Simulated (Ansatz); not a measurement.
## WC: response to strain

The parent structure is WC (space group P-6m2, No. 187; relaxed with 0.1 eV smearing).

WC has the hexagonal space group P-6m2 (No. 187), Pearson symbol hP2. Conventional cell: a = 2.899 Å, b = 2.899 Å, c = 2.827 Å, α = 90.00°, β = 90.00°, γ = 120.00°. W on 1a is surrounded by 6 C at 2.191 Å and 8 W at 2.827–2.899 Å. C on 1f is surrounded by 6 W at 2.191 Å (trigonal prismatic). (Neighbours: up to the widest gap in distance over summed covalent radii, below 1.35, at either atom; cation-cation and far metal-metal contacts left out.)

Strains are applied to the cell and any free atomic positions relax.

Computed with Kohn–Sham DFT with the PBEsol functional, run in Ansatz (a program for electronic structure) with PAW and 420 eV plane waves, no spin-orbit coupling.

Notes on the quantities. pressure: mean of the normal stresses, compression positive.

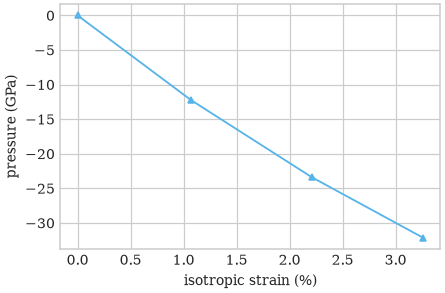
*Pressure against isotropic strain*

```json
[
 {"isotropic strain (%)": "1.07", "pressure": "-12.2 GPa"},
 {"isotropic strain (%)": "2.21", "pressure": "-23.4 GPa"},
 {"isotropic strain (%)": "3.26", "pressure": "-32.1 GPa"}
]
```

No phonon test of stability was made. All final runs are without spin polarisation.
